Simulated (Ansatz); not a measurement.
# Run report: C3H8AlF, geometry relaxation (part 3 of 3)

C3H8AlF; RKS revPBE-D4/cc-pVDZ (Ansatz 0.2.0). It belongs to a series of runs on one base structure; here: end point B relaxed.

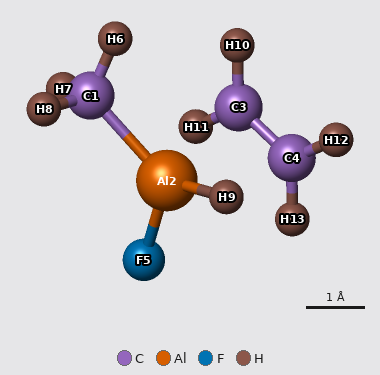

The geometry at step 35 of the log (ball-and-stick view, seen at a tilt; atoms are numbered from 1 in the order of the input).

## Trajectory as extended XYZ, continued
```
13
Properties=species:S:1:pos:R:3:forces:R:3 step=27 energy=-12554.01283
C    -1.6468   -0.2164   -0.9250    0.0237   0.0143   0.0837
Al    0.3214   -0.1469   -1.1316    0.0704   0.0097  -0.0649
C     0.4793   -0.3117    1.4867    0.0007   0.0240  -0.0218
C     1.6521    0.2551    1.1073    0.0451  -0.0042   0.0339
F     0.9720    1.4129   -1.5300   -0.0235  -0.0594   0.0279
H    -2.0029   -1.1242   -0.3908    0.0036   0.0341  -0.0318
H    -2.0184    0.6790   -0.3812   -0.0211  -0.0328  -0.0141
H    -2.1265   -0.2095   -1.9283   -0.0059  -0.0228  -0.0174
H     1.2636   -1.3937   -1.5367   -0.0557   0.0654   0.0355
H     0.3429   -1.4082    1.5141    0.0318   0.1089  -0.0142
H    -0.3737    0.3050    1.8153    0.0454  -0.0521  -0.0230
H     2.5190   -0.3542    0.7994   -0.0796   0.0171   0.0205
H     1.7870    1.3498    1.0935   -0.0349  -0.1020  -0.0143
13
Properties=species:S:1:pos:R:3:forces:R:3 step=28 energy=-12554.01531
C    -1.6470   -0.2288   -0.9188   -0.0200   0.0296   0.0215
Al    0.3196   -0.1188   -1.1287    0.0658  -0.0011  -0.0049
C     0.4708   -0.2963    1.4751    0.0593   0.0290  -0.0381
C     1.6700    0.2290    1.1109   -0.0900  -0.0414  -0.0171
F     0.9468    1.4558   -1.5004   -0.0214  -0.0410   0.0089
H    -1.9813   -1.1344   -0.3671    0.0065   0.0337  -0.0264
H    -2.0459    0.6687   -0.3969    0.0009  -0.0551  -0.0211
H    -2.1254   -0.2591   -1.9240    0.0129  -0.0159   0.0217
H     1.2824   -1.3469   -1.5319   -0.0478   0.0435  -0.0080
H     0.2981   -1.3891    1.5075    0.0478   0.1591   0.0028
H    -0.3700    0.3499    1.7809    0.0802  -0.0663  -0.0146
H     2.5171   -0.4122    0.8123   -0.0748   0.0302   0.0505
H     1.8339    1.3193    1.0734   -0.0194  -0.1043   0.0248
13
Properties=species:S:1:pos:R:3:forces:R:3 step=29 energy=-12554.01845
C    -1.6470   -0.2456   -0.9177   -0.0574   0.0462  -0.0092
Al    0.3189   -0.0941   -1.1211    0.0033   0.0159  -0.0434
C     0.4642   -0.2714    1.4707    0.1347   0.0362  -0.0235
C     1.6886    0.2050    1.1173   -0.1708  -0.0785  -0.0080
F     0.9191    1.4941   -1.4741   -0.0089  -0.0214   0.0219
H    -1.9611   -1.1538   -0.3593    0.0003   0.0235  -0.0071
H    -2.0793    0.6465   -0.4120    0.0214  -0.0737  -0.0232
H    -2.1181   -0.3060   -1.9270    0.0483  -0.0027   0.0564
H     1.2783   -1.3018   -1.5768   -0.0037   0.0156   0.0146
H     0.2563   -1.3566    1.5190    0.0374   0.1346   0.0002
H    -0.3563    0.4060    1.7635    0.0784  -0.0571  -0.0331
H     2.5149   -0.4729    0.8426   -0.0726   0.0422   0.0368
H     1.8907    1.2876    1.0676   -0.0103  -0.0808   0.0176
13
Properties=species:S:1:pos:R:3:forces:R:3 step=30 energy=-12554.02215
C    -1.6471   -0.2669   -0.9161   -0.0427   0.0433  -0.0311
Al    0.3165   -0.0675   -1.1197   -0.0036   0.0251  -0.0015
C     0.4561   -0.2406    1.4693    0.1743   0.0485  -0.0463
C     1.7016    0.1741    1.1096   -0.1709  -0.0862   0.0425
F     0.8884    1.5413   -1.4244   -0.0191  -0.0294  -0.0006
H    -1.9402   -1.1858   -0.3647    0.0063   0.0087   0.0054
H    -2.1101    0.6095   -0.4108    0.0376  -0.0643  -0.0233
H    -2.1090   -0.3397   -1.9284    0.0327   0.0054   0.0420
H     1.2941   -1.2488   -1.6065   -0.0088   0.0245   0.0077
H     0.2064   -1.3138    1.5451    0.0169   0.0922   0.0007
H    -0.3385    0.4766    1.7371    0.0777  -0.0525  -0.0236
H     2.5004   -0.5471    0.8631   -0.0852   0.0663   0.0320
H     1.9505    1.2457    1.0390   -0.0150  -0.0816  -0.0039
13
Properties=species:S:1:pos:R:3:forces:R:3 step=31 energy=-12554.02333
C    -1.6461   -0.3044   -0.9200   -0.0048   0.0290   0.0324
Al    0.3110   -0.0056   -1.1089   -0.0044   0.0614  -0.0370
C     0.4452   -0.1907    1.4796    0.2982   0.0979  -0.0809
C     1.7243    0.1070    1.1025   -0.2313  -0.1116   0.0317
F     0.8113    1.6381   -1.3750   -0.0465  -0.1370   0.0495
H    -1.8979   -1.2441   -0.3818    0.0223   0.0325   0.0003
H    -2.1633    0.5405   -0.4128    0.0565  -0.0718  -0.0334
H    -2.0884   -0.3956   -1.9381    0.0138   0.0186   0.0008
H     1.3273   -1.1339   -1.6485   -0.0192   0.0515   0.0177
H     0.1176   -1.2392    1.6168    0.0350   0.1847  -0.0147
H    -0.2956    0.6017    1.7040    0.1656  -0.1527  -0.0554
H     2.4693   -0.6927    0.9068   -0.2187   0.2343   0.0571
H     2.0545    1.1559    0.9679   -0.0665  -0.2366   0.0319
13
Properties=species:S:1:pos:R:3:forces:R:3 step=32 energy=-12554.03073
C    -1.6384   -0.3236   -0.9178   -0.0279   0.0061  -0.0136
Al    0.3123   -0.0109   -1.1161    0.0015   0.0974   0.0594
C     0.4357   -0.1619    1.4730    0.2129   0.0224  -0.0471
C     1.7182    0.0961    1.0905   -0.1649  -0.0734   0.0610
F     0.7983    1.6430   -1.3234   -0.0341  -0.0704  -0.0258
H    -1.8789   -1.2805   -0.4051    0.0118   0.0337  -0.0158
H    -2.1486    0.5033   -0.3762    0.0472  -0.0617  -0.0371
H    -2.0928   -0.3807   -1.9339    0.0079   0.0057   0.0350
H     1.3485   -1.1118   -1.6646   -0.0117   0.0191  -0.0071
H     0.0787   -1.1974    1.6233    0.0293   0.1374  -0.0076
H    -0.2802    0.6517    1.6891    0.1022  -0.0971  -0.0438
H     2.4393   -0.7216    0.9048   -0.1198   0.1324   0.0356
H     2.0771    1.1315    0.9489   -0.0546  -0.1514   0.0070
13
Properties=species:S:1:pos:R:3:forces:R:3 step=33 energy=-12554.03643
C    -1.6335   -0.3391   -0.9234   -0.0325  -0.0027   0.0133
Al    0.3089    0.0157   -1.0983    0.0405  -0.0621  -0.0641
C     0.4371   -0.1539    1.4756   -0.0326   0.0776   0.0330
C     1.7166    0.0606    1.0822    0.0770   0.0099  -0.0363
F     0.7701    1.6757   -1.2825   -0.0317   0.0259  -0.0006
H    -1.8660   -1.2993   -0.4146    0.0217   0.0267   0.0092
H    -2.1446    0.4818   -0.3769   -0.0265  -0.0344  -0.0102
H    -2.0915   -0.3980   -1.9368    0.0314   0.0273   0.0119
H     1.3646   -1.0499   -1.6815   -0.0090   0.0171   0.0089
H     0.0521   -1.1627    1.6882   -0.0112  -0.0151  -0.0085
H    -0.2493    0.6914    1.6383   -0.0372  -0.0217   0.0221
H     2.4272   -0.7684    0.9386   -0.0189   0.0211   0.0126
H     2.0775    1.0830    0.8837    0.0291  -0.0695   0.0087
13
Properties=species:S:1:pos:R:3:forces:R:3 step=34 energy=-12554.04417
C    -1.6220   -0.3722   -0.9222   -0.0429  -0.0215   0.0409
Al    0.3073    0.0456   -1.0999    0.0265   0.0369  -0.0467
C     0.4281   -0.1047    1.4806    0.0056   0.0423  -0.0229
C     1.7208    0.0146    1.0775   -0.0585  -0.0036   0.0126
F     0.6992    1.7274   -1.2619   -0.0114  -0.0420   0.0240
H    -1.8188   -1.3533   -0.4367    0.0087   0.0463  -0.0238
H    -2.1581    0.4161   -0.3506    0.0001  -0.0480  -0.0247
H    -2.0804   -0.4150   -1.9364    0.0211   0.0085   0.0253
H     1.3944   -0.9704   -1.7130   -0.0043   0.0126   0.0214
H    -0.0275   -1.0846    1.7097    0.0645   0.1144  -0.0168
H    -0.2029    0.7898    1.6256    0.0310  -0.0966  -0.0038
H     2.3762   -0.8630    0.9580   -0.0389   0.0343  -0.0008
H     2.1528    1.0066    0.8620   -0.0018  -0.0837   0.0155
13
Properties=species:S:1:pos:R:3:forces:R:3 step=35 energy=-12554.03531 accepted=F
C    -1.6104   -0.4302   -0.9281   -0.0558  -0.0293   0.1040
Al    0.2949    0.1026   -1.0965    0.0497   0.1336   0.0544
C     0.4213   -0.0224    1.4795    0.2727   0.0255  -0.0720
C     1.7264   -0.0670    1.0568   -0.4329   0.0424   0.1417
F     0.5871    1.8157   -1.1857   -0.0157  -0.1986   0.0079
H    -1.7509   -1.4465   -0.4901    0.0276   0.1373  -0.0773
H    -2.1871    0.2991   -0.3132    0.0702  -0.1056  -0.0856
H    -2.0692   -0.4424   -1.9425   -0.0073  -0.0112   0.0262
H     1.4552   -0.8323   -1.7175   -0.0609   0.0486  -0.0003
H    -0.1442   -0.9402    1.7701    0.2947   0.4048  -0.1507
H    -0.1090    0.9534    1.5846    0.2089  -0.4046  -0.0458
H     2.2869   -1.0219    0.9775   -0.1884   0.2728   0.0170
H     2.2683    0.8691    0.7975   -0.1628  -0.3158   0.0806
13
Properties=species:S:1:pos:R:3:forces:R:3 step=36 energy=-12554.04609
C    -1.6160   -0.3956   -0.9150    0.0176   0.0216  -0.0760
Al    0.3013    0.0757   -1.1085   -0.0090   0.0109   0.1465
C     0.4236   -0.0561    1.4708    0.0246  -0.0842   0.0393
C     1.7183   -0.0159    1.0686    0.0194   0.0335  -0.0570
F     0.6631    1.7664   -1.2119   -0.0076  -0.0106  -0.0376
H    -1.7808   -1.3931   -0.4564    0.0100  -0.0169  -0.0158
H    -2.1866    0.3565   -0.3315    0.0245   0.0034  -0.0014
H    -2.0610   -0.4261   -1.9351   -0.0442  -0.0230   0.0145
H     1.4135   -0.9173   -1.7082   -0.0023   0.0136  -0.0387
H    -0.0499   -1.0127    1.7349   -0.0987  -0.0241  -0.0295
H    -0.1842    0.8529    1.5914    0.0471   0.0521   0.0332
H     2.3113   -0.9358    0.9535    0.0178   0.0113   0.0643
H     2.2165    0.9382    0.8401    0.0009   0.0123  -0.0420
13
Properties=species:S:1:pos:R:3:forces:R:3 step=37 energy=-12554.05352
C    -1.6141   -0.4239   -0.9262    0.0198   0.0172   0.0057
Al    0.2956    0.0917   -1.0895   -0.0247   0.0505   0.0186
C     0.4293   -0.0172    1.4820    0.0724  -0.0805  -0.0233
C     1.7238   -0.0471    1.0656   -0.0640   0.0371   0.0058
F     0.6150    1.7934   -1.1782   -0.0008  -0.0418  -0.0054
H    -1.7606   -1.4343   -0.4886    0.0053   0.0005  -0.0161
H    -2.1997    0.3052   -0.3273    0.0209  -0.0161  -0.0070
H    -2.0576   -0.4420   -1.9469   -0.0152  -0.0136   0.0048
H     1.4196   -0.8578   -1.7428   -0.0029   0.0153   0.0224
H    -0.1009   -0.9460    1.7499   -0.0071   0.0666  -0.0015
H    -0.1245    0.9292    1.6018    0.0719  -0.0398  -0.0242
H     2.2789   -0.9959    0.9770   -0.0426   0.0693   0.0081
H     2.2644    0.8816    0.8156   -0.0330  -0.0647   0.0121
13
Properties=species:S:1:pos:R:3:forces:R:3 step=38 energy=-12554.05586
C    -1.6082   -0.4456   -0.9287    0.0173   0.0082   0.0036
Al    0.2880    0.1213   -1.0824    0.0157  -0.0031   0.0081
C     0.4296    0.0093    1.4772    0.0408  -0.0279  -0.0031
C     1.7197   -0.0840    1.0509   -0.1153   0.0478   0.0641
F     0.5738    1.8300   -1.1467   -0.0088  -0.0462  -0.0054
H    -1.7288   -1.4663   -0.5059    0.0180   0.0194  -0.0101
H    -2.2042    0.2613   -0.3137    0.0056  -0.0195  -0.0074
H    -2.0606   -0.4604   -1.9452   -0.0074   0.0010  -0.0016
H     1.4482   -0.7949   -1.7273   -0.0383   0.0318   0.0064
H    -0.1483   -0.8874    1.7683    0.0837   0.1470  -0.0285
H    -0.0733    0.9892    1.5802    0.0825  -0.1424  -0.0359
H     2.2395   -1.0548    0.9867   -0.0551   0.0828  -0.0246
H     2.2937    0.8195    0.7792   -0.0388  -0.0988   0.0345
13
Properties=species:S:1:pos:R:3:forces:R:3 step=39 energy=-12554.05796
C    -1.6029   -0.4598   -0.9314    0.0096   0.0074   0.0293
Al    0.2857    0.1334   -1.0763   -0.0190   0.0187  -0.0184
C     0.4320    0.0343    1.4836    0.0836  -0.0478  -0.0277
C     1.7177   -0.0996    1.0549   -0.1164   0.0318  -0.0022
F     0.5505    1.8453   -1.1390   -0.0012  -0.0455   0.0089
H    -1.7039   -1.4901   -0.5264    0.0095   0.0255  -0.0107
H    -2.2116    0.2252   -0.3034    0.0153  -0.0282  -0.0156
H    -2.0559   -0.4650   -1.9479   -0.0005   0.0016   0.0014
H     1.4473   -0.7650   -1.7384   -0.0090   0.0151   0.0158
H    -0.1684   -0.8428    1.7825    0.0484   0.0968  -0.0383
H    -0.0443    1.0263    1.5772    0.0718  -0.0844   0.0019
H     2.2005   -1.0889    0.9746   -0.0390   0.1067   0.0304
H     2.3224    0.7837    0.7825   -0.0531  -0.0976   0.0251
13
Properties=species:S:1:pos:R:3:forces:R:3 step=40 energy=-12554.05972
C    -1.5977   -0.4727   -0.9314   -0.0121   0.0011   0.0169
Al    0.2831    0.1391   -1.0816   -0.0194   0.0488   0.0349
C     0.4301    0.0568    1.4786    0.0926  -0.0396  -0.0001
C     1.7100   -0.1098    1.0490   -0.0478   0.0039   0.0313
F     0.5404    1.8524   -1.1196   -0.0055  -0.0294  -0.0197
H    -1.6795   -1.5139   -0.5495    0.0049   0.0321  -0.0148
H    -2.2104    0.1882   -0.2811    0.0294  -0.0309  -0.0278
H    -2.0607   -0.4607   -1.9436   -0.0048  -0.0034   0.0114
H     1.4516   -0.7463   -1.7433    0.0055   0.0002  -0.0049
H    -0.1922   -0.8017    1.7767    0.0089   0.0249  -0.0167
H    -0.0150    1.0598    1.5801    0.0253  -0.0194  -0.0194
H     2.1686   -1.1099    0.9739   -0.0302   0.0741   0.0071
H     2.3408    0.7559    0.7843   -0.0468  -0.0625   0.0018
13
Properties=species:S:1:pos:R:3:forces:R:3 step=41 energy=-12554.06079
C    -1.5919   -0.4788   -0.9306   -0.0283  -0.0051   0.0192
Al    0.2800    0.1561   -1.0790   -0.0205   0.0287   0.0187
C     0.4315    0.0665    1.4808    0.0358  -0.0014  -0.0211
C     1.7048   -0.1257    1.0490    0.0027  -0.0055   0.0061
F     0.5228    1.8709   -1.1276   -0.0015  -0.0343   0.0051
H    -1.6551   -1.5261   -0.5613    0.0018   0.0355  -0.0152
H    -2.2125    0.1633   -0.2693    0.0279  -0.0269  -0.0285
H    -2.0600   -0.4619   -1.9406    0.0003  -0.0025   0.0161
H     1.4558   -0.7211   -1.7359    0.0194  -0.0054  -0.0141
H    -0.2079   -0.7759    1.7822   -0.0137  -0.0185   0.0136
H     0.0066    1.0777    1.5703   -0.0056   0.0267  -0.0008
H     2.1465   -1.1323    0.9832   -0.0093   0.0232  -0.0081
H     2.3485    0.7244    0.7716   -0.0089  -0.0146   0.0091
13
Properties=species:S:1:pos:R:3:forces:R:3 step=42 energy=-12554.06112
C    -1.5923   -0.4844   -0.9340   -0.0185  -0.0081   0.0163
Al    0.2776    0.1567   -1.0761   -0.0090   0.0237   0.0041
C     0.4341    0.0754    1.4827    0.0090   0.0069  -0.0097
C     1.7045   -0.1296    1.0488    0.0011  -0.0075  -0.0013
F     0.5170    1.8718   -1.1166   -0.0031  -0.0200   0.0009
H    -1.6512   -1.5347   -0.5741    0.0001   0.0233  -0.0090
H    -2.2138    0.1492   -0.2663    0.0167  -0.0155  -0.0170
H    -2.0625   -0.4603   -1.9427    0.0043  -0.0005   0.0105
H     1.4580   -0.7125   -1.7378    0.0107  -0.0040  -0.0066
H    -0.2132   -0.7600    1.7883   -0.0047  -0.0099   0.0083
H     0.0196    1.0916    1.5696   -0.0027   0.0102   0.0000
H     2.1363   -1.1398    0.9825   -0.0009   0.0057  -0.0026
H     2.3551    0.7136    0.7681   -0.0028  -0.0044   0.0060
13
Properties=species:S:1:pos:R:3:forces:R:3 step=43 energy=-12554.06124
C    -1.5899   -0.4904   -0.9349   -0.0077  -0.0082   0.0060
Al    0.2761    0.1615   -1.0759    0.0017   0.0094  -0.0028
C     0.4343    0.0845    1.4827   -0.0006   0.0134   0.0080
C     1.7016   -0.1371    1.0477   -0.0038  -0.0040   0.0034
F     0.5075    1.8774   -1.1107   -0.0029  -0.0086   0.0005
H    -1.6416   -1.5435   -0.5834    0.0002   0.0097  -0.0027
H    -2.2126    0.1337   -0.2605    0.0050  -0.0030  -0.0049
H    -2.0637   -0.4611   -1.9414    0.0032   0.0007   0.0027
H     1.4626   -0.6984   -1.7416   -0.0001   0.0002   0.0003
H    -0.2225   -0.7417    1.7949    0.0053   0.0036  -0.0080
H     0.0333    1.1071    1.5668    0.0014  -0.0104  -0.0005
H     2.1214   -1.1522    0.9828    0.0009  -0.0022   0.0000
H     2.3627    0.6974    0.7661   -0.0027  -0.0006  -0.0019
```

The run was set up as follows.

## The input
```yaml
crystal:
  periodic: [false, false, false]
  atoms:
    - { symbol: C, position_ang: [-1.9268, 0.1868, -0.9507] }
    - { symbol: Al, position_ang: [-0.3947, -0.9484, -0.7104] }
    - { symbol: C, position_ang: [0.8125, -0.6238, 0.8193] }
    - { symbol: C, position_ang: [1.5204, 0.7856, 0.7976] }
    - { symbol: F, position_ang: [2.2508, 0.9218, -0.3332] }
    - { symbol: H, position_ang: [-2.6331, 0.1766, -0.0733] }
    - { symbol: H, position_ang: [-1.6104, 1.2828, -1.0861] }
    - { symbol: H, position_ang: [-1.34805, -1.20099, -1.89316] }
    - { symbol: H, position_ang: [-0.0934, -2.1119, -1.6979] }
    - { symbol: H, position_ang: [1.659, -1.3814, 0.8297] }
    - { symbol: H, position_ang: [0.2551, -0.7559, 1.7919] }
    - { symbol: H, position_ang: [2.0848, 0.9382, 1.7264] }
    - { symbol: H, position_ang: [0.593, 1.5676, 0.7724] }
basis:
  gaussian: { orbitals: cc-pVDZ }
hamiltonian:
  xc: revpbe
  dispersion: d4
relax:
  f_tol: 0.02
  max_steps: 50
```

Command:
```bash
ansatz run input.yaml --threads 2 --pin off --max-ram 3072MiB --backend cpu --events-out ev --progress --plain --runs-dir out
```

## Results in brief

| quantity | value |
| --- | --- |
| outcome | converged |
| total energy | −12554.0613 eV |
| mean-field energy | −12553.3317 eV |
| largest force (length of the vector) at the end | 0.016 eV/Å |
| hardware | 2 threads of AMD EPYC (Zen 5), 16 GiB of memory available, shared host |
| wall time | 36 s (CPU time 69 s) |
| peak memory | 0.18 GiB |
